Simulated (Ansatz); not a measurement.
B3N2

```
B N
1.0
     7.16530    0.00000    0.00000
     0.00000    8.69924    0.00000
     0.00000    0.00000    3.03435
B N
12 8
Direct
  0.50000 0.28017 0.35351
  0.00000 0.78017 0.35351
  0.00000 0.28017 0.85351
  0.50000 0.78017 0.85351
  0.00000 0.21983 0.35351
  0.50000 0.71983 0.35351
  0.50000 0.21983 0.85351
  0.00000 0.71983 0.85351
  0.00000 0.00000 0.18888
  0.50000 0.50000 0.18888
  0.50000 0.00000 0.68888
  0.00000 0.50000 0.68888
  0.80220 0.00000 0.11187
  0.30220 0.50000 0.11187
  0.30220 0.00000 0.61187
  0.80220 0.50000 0.61187
  0.19780 0.00000 0.11187
  0.69780 0.50000 0.11187
  0.69780 0.00000 0.61187
  0.19780 0.50000 0.61187
```

Space group Fmm2; started from the random prototype, which need not be the ambient phase; computed without spin polarisation.

Method: DFT PBE, scalar-relativistic, plane waves, PAW in Ansatz.

Q: What will maps of the valence pseudo-density and electron localisation function show?

A: B–N (1.44 Å): ρ at the midpoint is about 1.8 e/Å³; the ELF peaks at about 0.90 between the atoms.

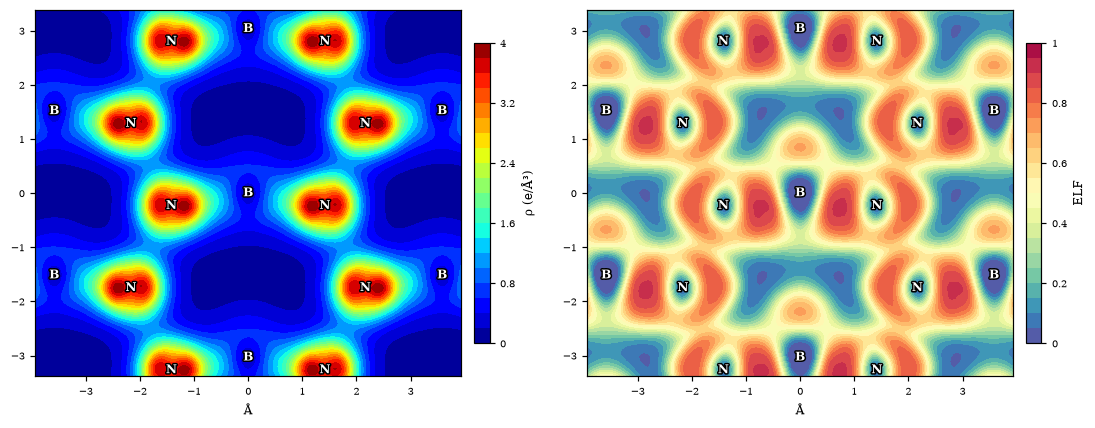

Computed valence pseudo-density and electron localisation function on the (010) plane of the conventional cell, in this order. 

Core electrons are frozen (PAW), and the valence fields are smoothed inside the atomic spheres.
